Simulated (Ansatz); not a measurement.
## C₂H₇AlClN: one change and its effect

System: C₂H₇AlClN, SMILES C[NH][Al]([CH3])[Cl].
Method of run 1: RKS PBE0-D4/def2-TZVPP (Ansatz 0.2.0).

The geometry comes from this level: PBE0-D4/def2-TZVP. Text and figures count atoms from 1; the logs count them from 0 in places.

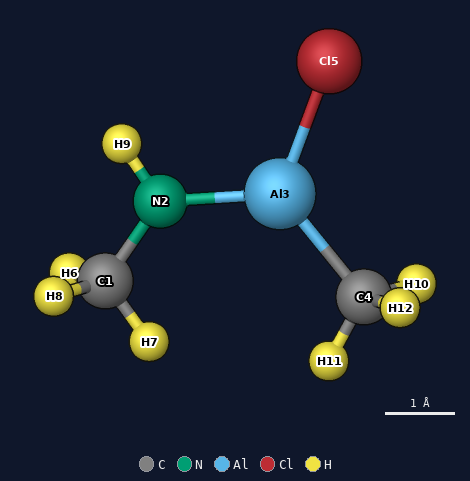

Fig. 1: The structure as given in the input (ball-and-stick view, seen at a tilt; atoms are numbered from 1 in the order of the input). Sticks mark near contacts. Bond lengths as drawn: Al–C 1.94 Å, Al–Cl 2.11 Å, Al–N 1.76 Å, C–H 1.09 to 1.10 Å, C–N 1.45 Å and H–N 1.01 Å.

### Input file, run 1
```yaml
crystal:
  periodic: [false, false, false]
  atoms:
    - {symbol: C, position_ang: [-1.496809, 0.749895, 0.896260]}
    - {symbol: N, position_ang: [-0.182444, 1.176994, 0.468142]}
    - {symbol: Al, position_ang: [1.062592, 0.253305, -0.369084]}
    - {symbol: C, position_ang: [0.878936, -1.602885, -0.893025]}
    - {symbol: Cl, position_ang: [2.834519, 1.316362, -0.787220]}
    - {symbol: H, position_ang: [-2.298113, 1.331044, 0.424786]}
    - {symbol: H, position_ang: [-1.658448, -0.296389, 0.625565]}
    - {symbol: H, position_ang: [-1.626057, 0.824184, 1.982481]}
    - {symbol: H, position_ang: [0.000341, 2.141362, 0.702950]}
    - {symbol: H, position_ang: [1.000436, -1.712890, -1.974500]}
    - {symbol: H, position_ang: [-0.092421, -2.020923, -0.618563]}
    - {symbol: H, position_ang: [1.654467, -2.215257, -0.423892]}
basis:
  gaussian: {orbitals: def2-TZVPP}
hamiltonian: {xc: pbe0, dispersion: d4}
output: {orbitals: {seedname: orbitals}}
```

Hardware: 4 CPU threads, shared host.

### Output (run 1)
```
Functional definition: PBE0
  parameter a = 0.25
  parameter kappa = 0.804
  parameter beta = 0.06672455060314922
  exchange = (1 - a)*pbe_x(kappa = kappa, mu = beta*pi^2/3) + a*exact_x
  correlation = pbe_c(beta = beta)
1553 factors; their error is unknown
mean field evaluation 1: about -22778.1622 eV, gradient 7.9e1 eV
mean field evaluation 2: about -22761.7873 eV, gradient 1.1e2 eV
mean field evaluation 4: about -22791.2557 eV, gradient 6.4e0 eV
mean field evaluation 8: about -22791.3864 eV, gradient 4.2e-1 eV
mean field evaluation 16: about -22791.3866 eV, gradient 5.1e-5 eV
mean field -22791.38661708 eV, -837.5680096209 hartree, gradient 5.1e-5 eV, S^2 0.000000; 0 other end points of the search recorded, 0 dependent functions left out
reference -22791.38665358 eV, -837.5680109624 hartree; 28, 28 occupied and 247, 247 virtual orbitals, 1553 factors
Total energy: -22791.59095220 eV, -837.5755187983 hartree
```

For run 2 the input was changed thus:
```diff
-  gaussian: {orbitals: def2-TZVPP}
+  gaussian: {orbitals: def2-SVP}
```

Predict how the results change.

The total energy of run 2 is 249.4 kcal/mol higher, which measures the change of basis and not a stability. The HOMO goes from −6.92 to −6.79 eV. The LUMO goes from 0.04 to 0.27 eV. The basis functions go from 275 to 113.

### Output (run 2)
```
Functional definition: PBE0
  parameter a = 0.25
  parameter kappa = 0.804
  parameter beta = 0.06672455060314922
  exchange = (1 - a)*pbe_x(kappa = kappa, mu = beta*pi^2/3) + a*exact_x
  correlation = pbe_c(beta = beta)
1116 factors; integrals over basis functions are off by at most 1.4e-3 eV
mean field evaluation 1: about -22770.1653 eV, gradient 6.6e1 eV
mean field evaluation 2: about -22758.5523 eV, gradient 9.3e1 eV
mean field evaluation 4: about -22780.2993 eV, gradient 4.3e0 eV
mean field evaluation 8: about -22780.5697 eV, gradient 3.7e-1 eV
mean field evaluation 16: about -22780.5701 eV, gradient 5.9e-5 eV
mean field -22780.57005730 eV, -837.1705083810 hartree, gradient 5.9e-5 eV, S^2 0.000000; 0 other end points of the search recorded, 0 dependent functions left out
reference -22780.57008751 eV, -837.1705094910 hartree; 28, 28 occupied and 85, 85 virtual orbitals, 1116 factors
Total energy: -22780.77438613 eV, -837.1780173268 hartree
```

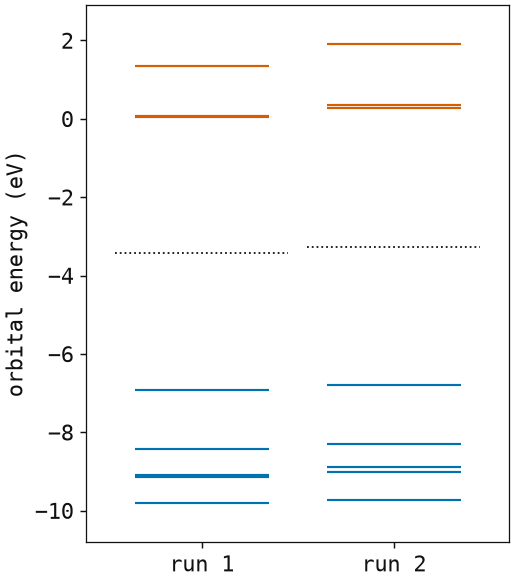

Fig. 2: The five highest filled and three lowest empty orbital energies of the two runs; the dotted lines part filled from empty levels. The HOMO–LUMO gap is 6.96 eV in run 1 and 7.06 eV in run 2.

### The two runs side by side

| quantity | run 1 | run 2 |
| --- | --- | --- |
| outcome | converged | converged |
| total energy (hartree) | −837.575519 | −837.178017 |
| HOMO (eV) | −6.92 | −6.79 |
| LUMO (eV) | 0.04 | 0.27 |
| basis functions | 275 | 113 |
| wall time (shared host) | 4.8 s | 2 s |
